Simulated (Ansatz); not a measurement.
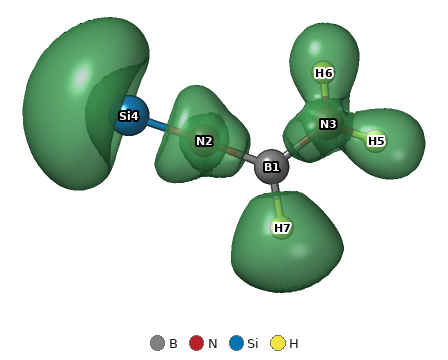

The picture shows: BH3N2Si (SMILES [NH2+]=[BH-][N+]#[Si-]). Isosurface of the ELF at 0.75 (green), seen at a tilt. Only the valence region is drawn (cores and ρ < 0.01 e/Å³ removed).

Geometry: PBE0-D3(BJ)/def2-SVP.

Level of theory: Ansatz 0.2.0, isolated molecule in a Gaussian basis; Kohn-Sham density functional theory, functional PBE0.

```xyz
7

B    -1.8585   -0.9069    1.0076
N    -1.6575   -0.9773    2.4214
N    -1.3227    0.1377    0.2443
Si   -1.4727   -1.1112    3.9766
H    -1.4527    0.2062   -0.7549
H    -0.7740    0.8845    0.6505
H    -2.5049   -1.7606    0.4334
```

> Describe the localisation domains.

At this value the surface marks out one region around a hydrogen nucleus, one region on N in which the atom's valence shell and bonds are merged, one lobe on Si, pointing away from the bonds (lone pairs) and one joined region spread over several atoms (H, N), in which their bonds and any lone pairs are merged.

Values along the shortest contacts:
B–N (1.40 Å): the ELF peaks at about 0.90 between the atoms, as expected for a short, strongly polar bond. Si–N (1.57 Å): the ELF peaks at about 0.85 between the atoms (a polar covalent bond).
